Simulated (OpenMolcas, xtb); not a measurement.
## GaH2O2 (SMILES [OH][Ga][OH]): methods side by side

The species is GaH2O2 (5 atoms), meant as a doublet with charge 0. As SMILES, `[OH][Ga][OH]`. Geometry: relaxed at PBE0-D4/def2-TZVP. This is one conformer, not always the lowest.

Each level gives the vertical ionisation energy (to the singlet cation) (eV). The values are calculated.

```csv
level,kind,program,value (eV)
GFN1-xTB,semi-empirical,xtb,13.23
UHF/def2-SVPD,Hartree–Fock,OpenMolcas,8.94
USVWN5/def2-SVPD,LDA,OpenMolcas,9.14
UPBE/def2-SVPD,GGA,OpenMolcas,8.96
UM06-L/def2-SVPD,meta-GGA,OpenMolcas,8.79
UTPSS/def2-SVPD,meta-GGA,OpenMolcas,8.95
UPBE0/def2-SVPD,global hybrid,OpenMolcas,9.15
```

All-electron rows without a relativistic Hamiltonian named are non-relativistic. The values span 8.79 to 13.23 eV. The xTB values lack the empirical shift that such differences need.

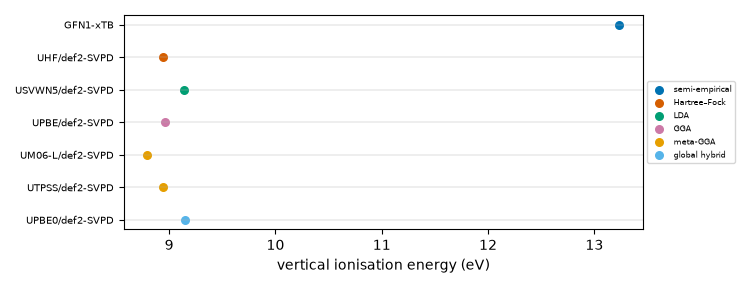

The values of the table, level by level.
